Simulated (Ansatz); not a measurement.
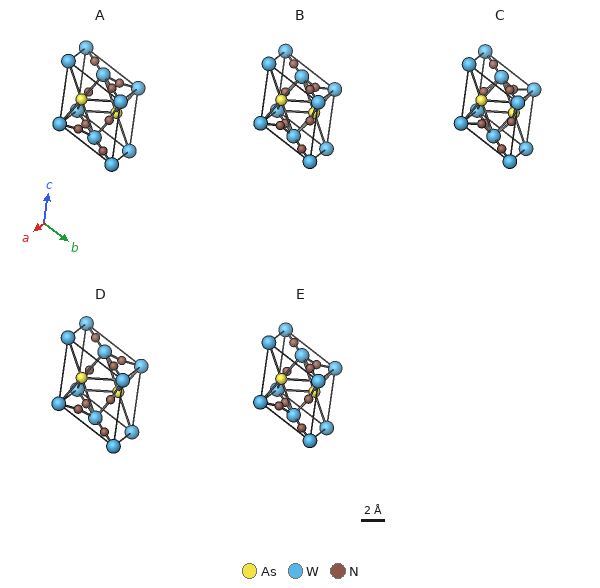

5 geometries from one relaxation of a crystal of AsWN$_{3}$ (built on the SrTiO3-140 type type), in shuffled order. The picture is a ball-and-stick view of the cell of the calculation, seen slightly off an axis.

These are results of Ansatz, DFT, PBEsol, plane waves, PAW, not measurements. Set-up: plane-wave cutoff 420 eV; k-point mesh 6 × 6 × 6; occupations fermi dirac; smearing width 0.03 eV; no spin polarisation; cell and atoms relaxed; force threshold 0.01 eV/Å; at most 120 steps.

**Put them in the order of the run, from the start to the converged end.**

D, A, E, B, C. They are steps 0, 1, 2, 3, 10, at +808 meV per atom, +375 meV per atom, +163 meV per atom, +55.5 meV per atom relative to the last. The largest moves relative to the cell, 0.52 Å, are those of N atoms. As and W stay in place. The drawn cell changes as follows: a = b = c 6.088 → 5.445 Å (−10.6 %), α 120.2° → 120.6°, β 120.2° → 120.6°, γ 89.7° → 89.0°; the volume changes by −29.0 %. Near-neighbour distances that change, for instance: As–N 2.920 → 2.298 Å, As–W 3.725 → 3.324 Å, N–W 2.157 → 1.942 Å, N–W 2.155 → 2.025 Å. Bond angles that change, for instance: W–N–W 170.4° → 140.7°. The space group stays I4/mcm (No. 140). The energy falls by 808 meV per atom in 8 accepted moves (10 points after the start). The largest force component goes from 0.28 to 0.0013 eV/Å. The pressure goes from −36.32 to −0.01 GPa. The SCF was repeated twice at an unchanged geometry on a basis and grid sized afresh for the cell, which shifted the energy by 3.2 meV per atom at most. Cost: 18 s on 4 threads of Intel(R) Xeon(R) 6975P-C (Granite Rapids), with other jobs on the host, peak memory 0.73 GiB.
